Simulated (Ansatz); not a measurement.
A series of calculations on CH₃OSi

## 1. Relaxation

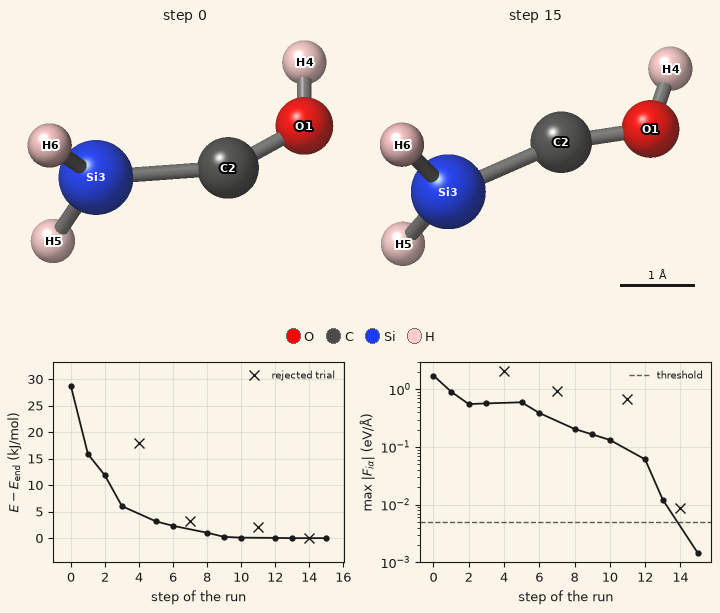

First and last geometry of a relaxation of CH3OSi (charge +1), with the history of the run. The picture is a ball-and-stick view, seen from a free direction.

The calculation used RKS PBE0-D4/def2-TZVP in Ansatz.

Input
```yaml
crystal:
  periodic: [false, false, false]
  atoms:
    - {symbol: O, position_ang: [-0.952010, -1.543690, -0.319100]}
    - {symbol: C, position_ang: [-0.694670, -0.369230, -0.057150]}
    - {symbol: Si, position_ang: [0.460010, 0.985000, 0.212100]}
    - {symbol: H, position_ang: [-0.244970, -2.222790, -0.485770]}
    - {symbol: H, position_ang: [0.665040, 1.839700, -0.938570]}
    - {symbol: H, position_ang: [0.766600, 1.311010, 1.588490]}
basis:
  gaussian: {orbitals: def2-TZVP}
total_charge: 1
hamiltonian: {xc: pbe0, dispersion: d4}
relax: {f_tol: 0.005, max_steps: 200}
```

### What do the curves and the structures tell?

It converged. The atom that moves furthest after the best rigid fit is C2 (0.46 Å). Largest moves by element: C 0.46 Å, H 0.24 Å, Si 0.22 Å, O 0.08 Å. Some distances before and after: C2–Si3 1.800 → 1.719 Å, Si3–H5 1.448 → 1.469 Å, O1–H4 0.994 → 0.986 Å. Bond angles that change, for instance: O1–C2–Si3 152.1° → 162.8°, C2–O1–H4 122.6° → 115.5°, C2–Si3–H6 116.6° → 112.9°. Groups turn about O1–C2 by about 180°. The energy falls by 28.7 kJ/mol in 11 accepted moves (15 points after the start). Largest force component: 1.7 eV/Å at the start, 0.0014 eV/Å at the end. The line search rejected the trial steps at points 4, 7, 11, 14 of the run. The run took roughly 60 core-seconds on a shared host.

| step | E − E(0), kJ/mol | largest force component, eV/Å | note |
| --- | --- | --- | --- |
| 0 | 0.00 | 1.7360 |  |
| 1 | -12.82 | 0.9143 |  |
| 2 | -16.87 | 0.5553 |  |
| 3 | -22.66 | 0.5709 |  |
| 4 | -10.68 | 2.0930 | rejected |
| 5 | -25.54 | 0.5968 |  |
| 6 | -26.37 | 0.3893 |  |
| 7 | -25.43 | 0.9373 | rejected |
| 8 | -27.67 | 0.2057 |  |
| 9 | -28.45 | 0.1654 |  |
| 10 | -28.61 | 0.1327 |  |
| 11 | -26.59 | 0.6858 | rejected |
| 12 | -28.65 | 0.0611 |  |
| 13 | -28.70 | 0.0122 |  |
| 14 | -28.70 | 0.0089 | rejected |
| 15 | -28.70 | 0.0014 |  |

## 2. Scan

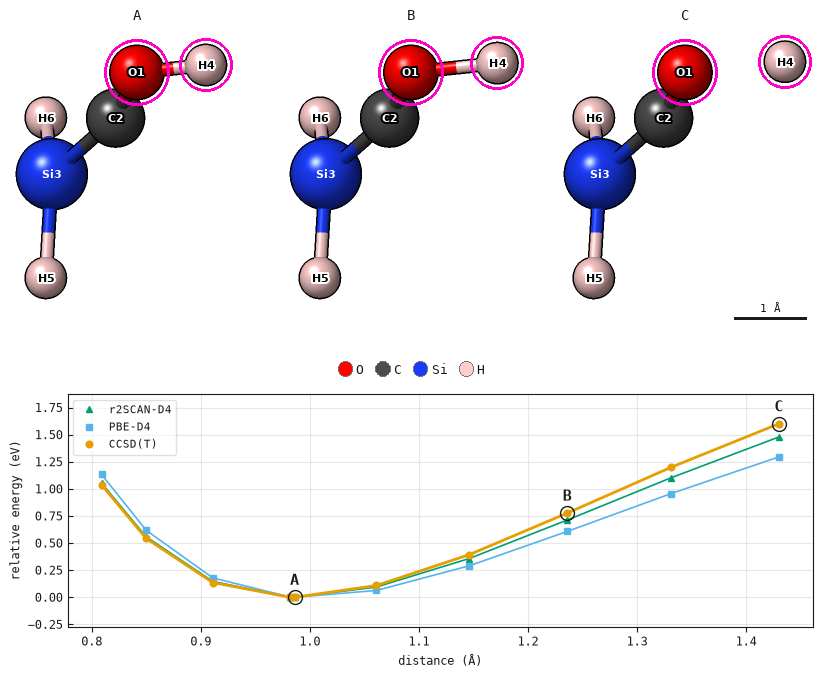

CH₃OSi (charge +1): the O1–H4 distance is varied, with the rest of the molecule carried along rigidly. The lettered frames are marked on the plot, at the values of CCSD(T). Style: ball-and-stick. Shown from a free direction. The ringed atoms are those of the scanned coordinate.

Single-point energies from Ansatz with CCSD(T), PBE-D4, r2SCAN-D4 in the def2-TZVPP basis, on geometries moved rigidly from the minimum at PBE0-D4/def2-TZVP. Coupled cluster with a frozen core. Energies are counted from the PBE0-D4/def2-TZVP minimum geometry at the same level.

**Describe the profile.**

With CCSD(T): the lowest computed point lies at the distance 0.982 Å (0.000 eV). At the ends of the scan the energy is 1.037 eV (0.809 Å) and 1.600 eV (1.430 Å). The curvature at the lowest point is about 45 eV/Å² (7.2 mdyn/Å). The well is steeper on the short side, as for any bond. At 1.430 Å the levels give PBE-D4 1.294 eV, r2SCAN-D4 1.479 eV, CCSD(T) 1.600 eV. Closest to CCSD(T) there is r2SCAN-D4. At 0.809 Å to 1.430 Å the mean-field solution behind CCSD(T) isn't stable (a lower one of broken symmetry exists), so those energies are less reliable. The T1 diagnostic reaches 0.026, so the single-reference result is less sure there.

## 3. Scan

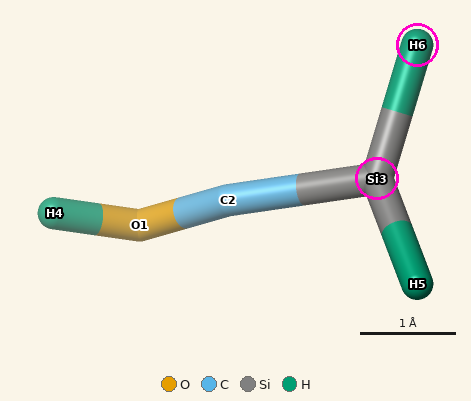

A scan of CH3OSi (charge +1): the Si3–H6 distance is varied, with the rest of the molecule carried along rigidly. The picture shows the minimum geometry. The ringed atoms are those of the scanned coordinate. A stick model, seen at a tilt.

Single-point energies from Ansatz with wB97M-V, B3LYP-D4, PBE-D4, CCSD(T), PBE0-D4, r2SCAN-D4 in the def2-TZVPP basis, on geometries moved rigidly from the minimum at PBE0-D4/def2-TZVP. Coupled cluster with a frozen core. Energies are counted from the PBE0-D4/def2-TZVP minimum geometry at the same level.

Input file:
```yaml
crystal:
  periodic: [false, false, false]
  atoms:
    - {symbol: O, position_ang: [-0.954894, -1.471046, -0.292082]}
    - {symbol: C, position_ang: [-0.247536, -0.485279, -0.098483]}
    - {symbol: Si, position_ang: [0.283119, 1.114996, 0.235206]}
    - {symbol: H, position_ang: [-0.471782, -2.307383, -0.490312]}
    - {symbol: H, position_ang: [0.654785, 1.858744, -0.976111]}
    - {symbol: H, position_ang: [0.736308, 1.289968, 1.621782]}
basis:
  gaussian: {orbitals: def2-TZVPP}
total_charge: 1
hamiltonian: {xc: {name: wB97M-V}}
```

**What energies does the calculation give (the distance: 1.322, 1.352, 1.395, 1.445, 1.469, 1.501, 1.562, 1.626, 1.693, 1.763 Å)?**

Energies in kcal/mol.

```tsv
distance (Å)	wB97M-V	B3LYP-D4	PBE-D4	CCSD(T)	PBE0-D4	r2SCAN-D4
1.322	5.2	5.5	6.6	5.6	6.0	5.9
1.352	3.0	3.3	4.1	3.3	3.6	3.6
1.395	1.0	1.2	1.7	1.2	1.4	1.3
1.445	0.0	0.1	0.2	0.1	0.1	0.1
1.469	0.0	0.0	0.0	0.0	0.0	0.0
1.501	0.4	0.3	0.1	0.3	0.2	0.2
1.562	2.2	1.9	1.2	1.9	1.7	1.7
1.626	5.2	4.6	3.6	4.8	4.4	4.3
1.693	9.3	8.5	6.9	8.6	8.1	8.0
1.763	14.2	13.1	11.1	13.4	12.8	12.6
```

With wB97M-V: of the computed points the lowest is at the distance 1.469 Å, 0.0 kcal/mol. The end points stand at 5.2 kcal/mol (1.322 Å) and 14.2 kcal/mol (1.763 Å). The curvature at the lowest point is about 19 eV/Å² (3.1 mdyn/Å). The well is steeper on the short side, as for any bond. At 1.763 Å the levels give PBE-D4 11.1 kcal/mol, r2SCAN-D4 12.6 kcal/mol, PBE0-D4 12.8 kcal/mol, B3LYP-D4 13.1 kcal/mol, CCSD(T) 13.4 kcal/mol, wB97M-V 14.2 kcal/mol. Closest to CCSD(T) there is B3LYP-D4. At 1.322 Å to 1.763 Å the mean-field solution behind CCSD(T) isn't stable (a lower one of broken symmetry exists), so those energies are less reliable. The T1 diagnostic reaches 0.024, so the single-reference result is less sure there.
